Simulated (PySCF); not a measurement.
**M06-2X/STO-3G run of GeO (SMILES [O]=[Ge])**

Aim: the vertical ionisation energy of GeO at M06-2X/STO-3G, from 2 runs. The job is set up through a Python script.

The calculation is run with PySCF 2.14.0.

14 further runs of the same task are left out: 6 that didn't finish, 8 set aside as unsound or not needed.

## (1) The molecule

GeO: 2 atoms, total charge 0, spin state singlet. As SMILES, `[O]=[Ge]`. Geometry: relaxed at PBE0-D4/def2-TZVP.

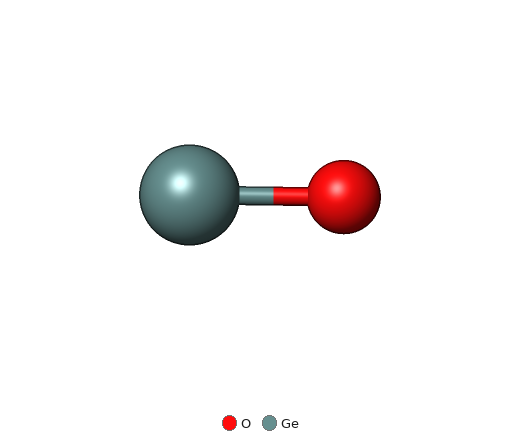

Viewed from a chosen angle; oxygen red, germanium teal.

## (2) The energy at M06-2X/STO-3G

The input, job.py:

```python
from pyscf import gto, dft

mol = gto.M(
    atom=[
    ('O', (-0.000000, -0.000000, -0.023040)),
    ('Ge', (0.000000, 0.000000, 1.599530)),
],
    max_memory=1860,
    spin=0,
    verbose=3,
    basis='sto-3g',
)

mf = dft.RKS(mol)
mf.xc = 'm06-2x'
mf.grids.level = 5
mf.conv_tol = 1e-10
mf.kernel()
if not mf.converged:
    mf = mf.newton().run(mf.mo_coeff, mf.mo_occ)

e_tot = mf.e_tot
print('E = %.10f Eh' % e_tot)
```

Command:

```
OMP_NUM_THREADS=1 python job.py
```

What it wrote:

```text
converged SCF energy = -2127.17385273864
E = -2127.1738527386 Eh
```

It took 2.8 s on 1 thread of Arm Neoverse V1, shared host; peak memory 0.19 GiB.

## (3) The doublet cation, same level

The input, input.py:

```python
from pyscf import gto, dft

molecule = gto.M(
    atom='''
O      0.000000     0.000000    -0.043539
Ge     0.000000     0.000000     3.022674
''',
    basis='sto-3g',
    max_memory=1860,
    charge=1,
    verbose=4,
    unit='bohr',
    spin=1,
)

calc0 = dft.UKS(molecule, xc='m06-2x')
calc0.conv_tol = 1e-10
calc0.grids.level = 5
calc0.kernel()
if not calc0.converged:
    calc0 = calc0.newton().run(calc0.mo_coeff, calc0.mo_occ)

etot = calc0.e_tot
print('E = %.10f Eh' % etot)
```

Command:

```
OMP_NUM_THREADS=1 python input.py
```

What it wrote:

```text
PySCF version 2.14.0

[INPUT] num. atoms = 2
[INPUT] num. electrons = 39
[INPUT] charge = 1
[INPUT] spin (= nelec alpha-beta = 2S) = 1
[INPUT] symmetry False subgroup None
[INPUT] Mole.unit = bohr
[INPUT] Symbol           X                Y                Z      unit          X                Y                Z       unit  Magmom
[INPUT]  1 O      0.000000000000   0.000000000000  -0.023039846586 AA    0.000000000000   0.000000000000  -0.043539000000 Bohr   0.0
[INPUT]  2 Ge     0.000000000000   0.000000000000   1.599530196840 AA    0.000000000000   0.000000000000   3.022674000000 Bohr   0.0

nuclear repulsion = 83.4906120351065
number of shells = 11
number of NR pGTOs = 69
number of NR cGTOs = 23
basis = sto-3g
ecp = {}

******** <class 'pyscf.dft.uks.UKS'> ********
method = UKS
initial guess = minao
damping factor = 0
level_shift factor = 0
DIIS = <class 'pyscf.scf.diis.CDIIS'>
diis_start_cycle = 1
diis_space = 8
diis_damp = 0
SCF conv_tol = 1e-10
SCF conv_tol_grad = None
SCF max_cycles = 50
direct_scf = True
direct_scf_tol = 1e-13
number electrons alpha = 20  beta = 19
XC library pyscf.dft.libxc version 7.0.0
    S. Lehtola, C. Steigemann, M. J.T. Oliveira, and M. A.L. Marques.,  SoftwareX 7, 1–5 (2018)
XC functionals = m06-2x
    Y. Zhao and D. G. Truhlar.,  Theor. Chem. Acc. 120, 215 (2008)
    Y. Zhao and D. G. Truhlar.,  Theor. Chem. Acc. 120, 215 (2008)
radial grids:
    Treutler-Ahlrichs [JCP 102, 346 (1995); DOI:10.1063/1.469408] (M4) radial grids

becke partition: Becke, JCP 88, 2547 (1988); DOI:10.1063/1.454033
pruning grids: <function nwchem_prune>
grids dens level: 5
symmetrized grids: False
atomic radii adjust function: <function treutler_atomic_radii_adjust>
small_rho_cutoff = 0
Set gradient conv threshold to 1e-05
tot grids = 87720
init E= -2124.64881519926
[... the frontier-level lines of each cycle are left out ...]


cycle= 1 E= -2126.77679534492  delta_E= -2.13  |g|= 0.343  |ddm|= 1.52
cycle= 2 E= -2125.98255704218  delta_E= 0.794  |g|= 1.28  |ddm|= 1.53
cycle= 3 E= -2126.86714570715  delta_E= -0.885  |g|=  0.1  |ddm|= 1.05
cycle= 4 E= -2126.87410513477  delta_E= -0.00696  |g|= 0.0101  |ddm|= 0.119
cycle= 5 E= -2126.87442885424  delta_E= -0.000324  |g|= 0.00583  |ddm|= 0.0411
cycle= 6 E= -2126.87457695039  delta_E= -0.000148  |g|= 0.00281  |ddm|= 0.0324
cycle= 7 E= -2126.8746456646  delta_E= -6.87e-05  |g|= 0.00201  |ddm|= 0.0262
cycle= 8 E= -2126.87469145786  delta_E= -4.58e-05  |g|= 0.00104  |ddm|= 0.0352
cycle= 9 E= -2126.87469388337  delta_E= -2.43e-06  |g|= 0.000198  |ddm|= 0.00683
cycle= 10 E= -2126.87469396631  delta_E= -8.29e-08  |g|= 5.63e-05  |ddm|= 0.000995
cycle= 11 E= -2126.8746939819  delta_E= -1.56e-08  |g|= 2.11e-05  |ddm|= 0.00039
cycle= 12 E= -2126.87469398451  delta_E= -2.61e-09  |g|= 2.18e-06  |ddm|= 0.000212
cycle= 13 E= -2126.87469398453  delta_E= -1.36e-11  |g|= 7.81e-07  |ddm|= 1.41e-05
Extra cycle  E= -2126.87469398453  delta_E=    0  |g|= 1.48e-06  |ddm|= 2.7e-06
converged SCF energy = -2126.87469398453  <S^2> = 0.7627921  2S+1 = 2.0127515
E = -2126.8746939845 Eh
```

It took 5.7 s on 1 thread of Arm Neoverse V1, shared host; peak memory 0.2 GiB.

## (4) What came out

Level: M06-2X/STO-3G.

| quantity | value |
| --- | --- |
| singlet GeO: total energy | -2127.17385 Eh |
| singlet GeO: dipole moment | 0.94 D |
| singlet GeO: HOMO energy | -5.79 eV |
| singlet GeO: LUMO energy | 3.24 eV |
| singlet GeO: HOMO–LUMO gap | 9.03 eV |
| doublet cation: total energy | -2126.87469 Eh |
| doublet cation: HOMO energy (highest over α and β) | -16.51 eV |
| doublet cation: LUMO energy (lowest over α and β) | -10.42 eV |
| doublet cation: ⟨S²⟩ | 0.763 |
| vertical ionisation energy (to the doublet cation) | 8.141 eV |

The vertical ionisation energy comes to 8.14 eV (188 kcal/mol). The negative HOMO energy of the first species, 5.79 eV, lies 2.35 eV below that difference. In a minimal basis such a difference can be off by several eV, whatever the method.
